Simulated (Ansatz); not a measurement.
# PPbS2: relaxing a made-up structure, part 2 of 2

This structure for PPbS2 is made up. Its elements were placed in a known structure type with a cell scaled to their sizes. What cell does the guess relax to, and how far off was it?

Ansatz 0.2.0; DFT, PBE, plane-wave PAW, files of the set soft_1, scalar-relativistic, no spin, cell and ions relaxed at zero pressure; PAW set soft_1 (the session's first sound run).

So far: Set-up; Relaxing cell and atoms. The relaxed cell has a, b, c = 3.854, 3.925, 11.515 Å (conventional setting).

## (3) Electronic structure of the relaxed cell

With the geometry fixed, one more self-consistent run, with a narrower smearing and the mesh shown in its input, gives the bands, and its pressure, and its forces where symmetry allows any, show how far the geometry depends on these settings.

This step: DFT, PBE, plane-wave PAW, files of the set soft_1, scalar-relativistic, no spin, bands and density of states at the relaxed cell; PAW set soft_1 (Ansatz 0.2.0).

Input file input.yaml:

```yaml
crystal:
  lattice:
    - [3.8536503037, 0.0, 0.0]
    - [0.0, 1.9625707751, 5.757286025]
    - [0.0, -1.9625707751, 5.757286025]
  atoms:
    - { symbol: Pb, position: [0.5, 0.9138364172, 0.9138364172] }
    - { symbol: S, position: [0.0, 0.3233244482, 0.3233244482] }
    - { symbol: S, position: [0.5, 0.627768084, 0.627768084] }
    - { symbol: P, position: [0.0, 0.1378710507, 0.1378710507] }
kpoints:
  mp_grid: { grid: [8, 8, 8] }
  band_path:
    path:
      - [[0.0, 0.0, 0.0], [0.0, 0.2790506, -0.2790506], [0.0, 0.0, -0.5], [-0.5, 0.0, -0.5], [-0.5, 0.2790506, -0.2790506], [-0.5, 0.0, 0.0], [0.0, 0.0, 0.0], [0.0, -0.5, -0.5], [0.0, -0.2790506, -0.7209494], [-0.5, -0.2790506, -0.7209494], [-0.5, -0.5, -0.5], [0.0, -0.5, -0.5]]
      - [[-0.5, 0.0, 0.0], [-0.5, -0.5, -0.5]]
    npoints: 6
scf:
  occupations: { method: fermi_dirac, width: 0.03 }
  n_extra_bands: 8
hamiltonian:
  xc: pbe
  pseudopotentials: { kind: paw, azcp: { folder: soft_1 } }
output:
  forces: true
  stress: true
  write_bands: true
  dos: { projected: true }
  write_density: true
  write_potential: true
  elf: true
  volumetric_format: npy
```

Started as:

```bash
ansatz run input.yaml --threads 4 --pin off --max-ram 8192MiB --backend cpu --events-out ev --progress --plain --runs-dir out
```

Numbers of over 12 decimals in the logs are rounded to 6 here.

Output:

```text
[...]
Crystal: 4 atoms, lattice volume = 87.085 Å³
Basis set: ecut = 420 eV, 1697 PW (Γ), exchange–correlation on 54×90×90 points (8 copies of the dense FFT grid, shifted against one another)
Bands: 24, of which v1, the nominal top of the filled ones, is band 16 counted from 1 (15 counted from 0)
Symmetry: 4 space group operations
[...]
k-points: 105 of 512 (time reversal used)
[...]
SCF iter   1: F=—  HF=-14468.926027 eV  |F-HF|=—  |Δ(HF+E_count)|=         —  Δρ=2.72e-2  dr2=1.03e0  ethr=3.10e-3  ⟨swp⟩=8.4  Hψ=16102  notcnv=0
[...]
SCF iter   8: F=-14468.675876 eV  HF=-14468.675876 eV  |F-HF|=4.13e-8  |Δ(HF+E_count)|=   4.61e-7  Δρ=7.51e-6  dr2=6.19e-8  ethr=3.23e-10  ⟨swp⟩=18.8  Hψ=23056  notcnv=0
SCF 1 converged in 8 iterations: F = -14468.675876 eV  dr2 = 6.19e-8
  Residual-converged pass: ⟨swp⟩=1.0  Hψ=2945  notcnv=0  max |occ|·‖R‖ = 7.1e-9 eV (tolerance 1.0e-8 eV)  dr2=6.19e-8  dr2_onsite=1.71e-8  max |Δocc| = 7.3e-11
[...]
NSCF: frozen V_eff on 74 k-points
SCF converged after 8 iterations
Free energy (F): -14468.675876 eV
[...]
Internal energy: -14468.671773 eV  (E = F + TS)
E sigma→0 (E₀):  -14468.673824 eV
Entropy (-TS):   -0.004103 eV (-1.026 meV/atom)
Fermi energy:    8.783157 eV
[...]
--- Forces (eV/Å), atoms counted from 1 ---
  atom   1  Pb     0.00000000     0.00000000     0.05647747
  atom   2  S      0.00000000     0.00000000     0.01302716
  atom   3  S      0.00000000    -0.00000000    -0.06034969
  atom   4  P      0.00000000    -0.00000000    -0.00916313
  max |Σ_I F_I| component: 8.19e-6 eV/Å
--- Stress (GPa, compression-positive) ---
        0.073793       0.000000      -0.000000
        0.000000       0.034777       0.000000
       -0.000000       0.000000      -0.524924
  P = ⅓ Tr σ = -0.1388 GPa (-1.388 kbar)
--- Band table (eV; the first three rows and the last of 105) ---
  k-point 0: bands = [... 12 lower, 5.6364, 6.4942, 6.5192, 11.1839, 11.2715, 11.5737, 11.9730, 12.4453, ... 4 higher]
  k-point 1: bands = [... 12 lower, 6.1045, 6.5387, 6.6673, 10.6829, 10.7054, 11.1750, 12.1057, 12.3547, ... 4 higher]
  k-point 2: bands = [... 12 lower, 5.9710, 6.6413, 7.3718, 9.6285, 9.7475, 10.2225, 11.9525, 12.1322, ... 4 higher]
  k-point 104: bands = [... 12 lower, 6.2142, 6.8982, 7.1596, 8.1510, 8.4996, 9.1061, 11.4437, 11.7343, ... 4 higher]
```

Wall time 11 s (4 threads of Arm Neoverse V1, shared host); peak memory 0.56 GiB; 45 s of CPU time.

Reading the cycles: dr2 is the Hartree energy of the density residual (eV), the measure of convergence; HF is the Harris–Foulkes estimate of the energy, which meets the free energy F at convergence.

This step gave:

* free energy: -14468.6759 eV
* energy at zero smearing: -14468.6738 eV
* smearing term TS: 0.004103 eV
* Fermi energy: 8.783 eV
* pressure: -0.1388 GPa

bands.tsv at the labelled points (eV, zero at the Fermi level; the bands that come nearest the Fermi level along the path):

| point | band 12 | band 13 | band 14 | band 15 | band 16 | band 17 | band 18 | band 19 |
| --- | --- | --- | --- | --- | --- | --- | --- | --- |
| Γ | -4.31 | -3.15 | -2.29 | -2.26 | 2.40 | 2.49 | 2.79 | 3.19 |
| X | -3.09 | -2.59 | -2.20 | -1.51 | -0.53 | -0.29 | 1.32 | 2.42 |
| S | -3.07 | -2.18 | -1.99 | -1.36 | -0.51 | -0.37 | 1.50 | 2.37 |
| R | -5.08 | -4.77 | -3.86 | -2.25 | 0.87 | 1.00 | 3.17 | 3.50 |
| A | -4.67 | -4.12 | -4.08 | -2.35 | 1.03 | 1.70 | 2.16 | 2.86 |
| Z | -3.10 | -2.45 | -1.68 | -1.38 | -0.79 | -0.53 | 1.35 | 2.34 |
| Γ | -4.31 | -3.15 | -2.29 | -2.26 | 2.40 | 2.49 | 2.79 | 3.19 |
| Y | -4.13 | -2.92 | -2.46 | -1.43 | -0.22 | 2.13 | 2.20 | 3.07 |
| X1 | -3.09 | -2.59 | -2.20 | -1.51 | -0.53 | -0.29 | 1.32 | 2.42 |
| A1 | -4.67 | -4.12 | -4.08 | -2.35 | 1.03 | 1.70 | 2.16 | 2.86 |
| T | -3.18 | -2.57 | -1.88 | -1.62 | -0.63 | -0.28 | 0.32 | 2.66 |
| Y | -4.13 | -2.92 | -2.46 | -1.43 | -0.22 | 2.13 | 2.20 | 3.07 |
| Z | -3.10 | -2.45 | -1.68 | -1.38 | -0.79 | -0.53 | 1.35 | 2.34 |
| T | -3.18 | -2.57 | -1.88 | -1.62 | -0.63 | -0.28 | 0.32 | 2.66 |

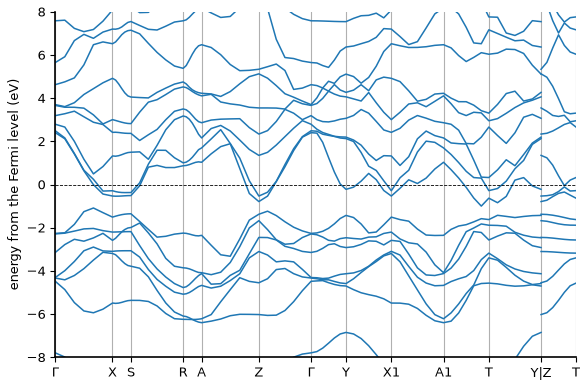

Bands along the path. 8 bands lie wholly below the window drawn.

Counts of states for the cell as run, both spins, by energy window (eV from the Fermi level): Near the top, bands beyond those computed are missing, so counts there can be too low.

```csv
from,to,total
-8,-7,0.32
-7,-6,0.27
-6,-5,2.04
-5,-4,2.43
-4,-3,2.61
-3,-2,3.18
-2,-1,1.48
-1,0,0.79
0,1,1.91
1,2,2.29
2,3,2.57
3,4,2.43
4,5,2.13
5,6,1.09
```

Below -8 eV lie 17.7 more states.

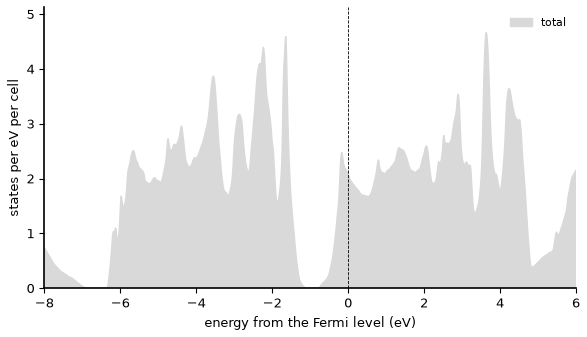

Total density of states, smoothed over about 0.04 eV.

Force by atom:

```csv
atom,x (eV/Å),y (eV/Å),z (eV/Å),size
Pb1,0.0000,0.0000,0.0565,0.0565
S2,0.0000,0.0000,0.0130,0.0130
S3,0.0000,0.0000,-0.0603,0.0603
P4,0.0000,0.0000,-0.0092,0.0092
```

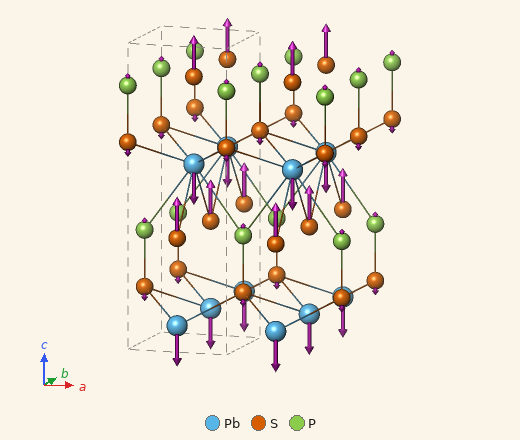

Force as arrows, the longest 0.0603 eV/Å. Bonds to atoms that aren't drawn are left out. 2×2×1 conventional cells are drawn. Some periodic images of atoms are drawn too.

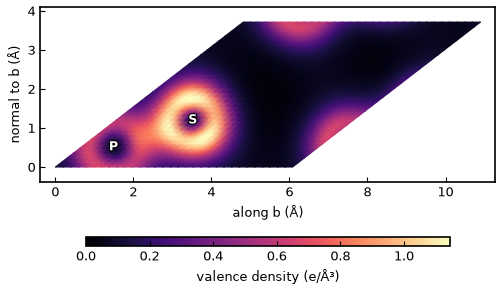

Valence density in the bc plane of the cell as run, not the conventional one, at fractional x = 0.000, with atoms of S and P within 0.2 Å of it. It is the smooth field of the valence electrons, not physical close to the nuclei.

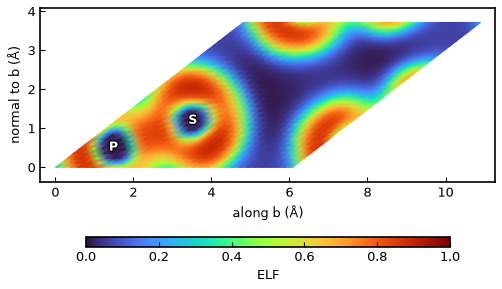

ELF in the bc plane of the cell as run, not the conventional one, at fractional x = 0.000, with atoms of S and P within 0.2 Å of it. It is the smooth field of the valence electrons, not physical close to the nuclei.

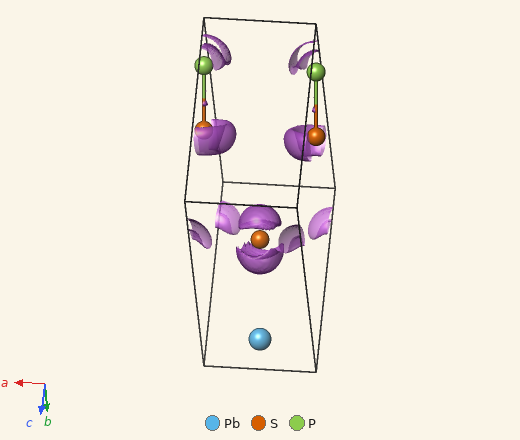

Surface of ELF = 0.84. Drawn on the cell as run, not the conventional one. Bonds to atoms that aren't drawn are left out.

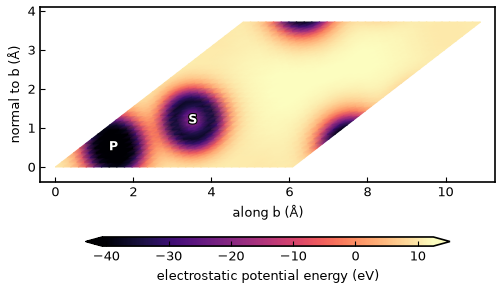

Electrostatic potential energy in the bc plane of the cell as run, not the conventional one, at fractional x = 0.000, with atoms of S and P within 0.2 Å of it. With pseudopotentials it is smooth inside the atoms' cores, unlike the true potential.

## (4) Summary of results

| Item | Value |
| --- | --- |
| space group, relaxed | Amm2 |
| conventional cell | a = 3.854, b = 3.925, c = 11.515 Å; α = 90.0°, β = 90.0°, γ = 90.0° |
| volume per atom | 21.77 Å³ (guess 24.34) |

PPbS2 relaxes to Amm2 with a = 3.854, b = 3.925 and c = 11.515 Å. The guessed volume was 12 % too large. The space group Amm2 was held in the relaxation, so the end point is a stationary structure within it and may be a saddle against distortions or other arrangements. Bands cross the Fermi level, so it is a metal or semimetal at this level. The electron count is odd, which forces that without spin polarisation or a larger cell. On the 8×8×8 mesh with the narrower smearing (relaxed on 6×7×7) the largest force component is 0.060 eV/Å and the largest stress component is 0.525 GPa, against the relaxation's thresholds of 0.015 eV/Å and 0.05 GPa. The cutoff wasn't tested. A vector of the cell changed its length by 9 %, more than the volume shows. Spin-orbit coupling is left out, which can matter for elements this heavy. No dispersion term is used, so weakly bound directions may come out too long. Nothing here tests whether the compound is stable against decomposition.

[Logs are printed without paths, hosts, clocks, repeated set-up lines and the standing remarks that a program may print on its own settings, such as how far it seeks lower states.]

[Hosts, paths, dates, database ids (printed as entryN), source tags and the programs' standing remarks are cut or masked in the printed files.]
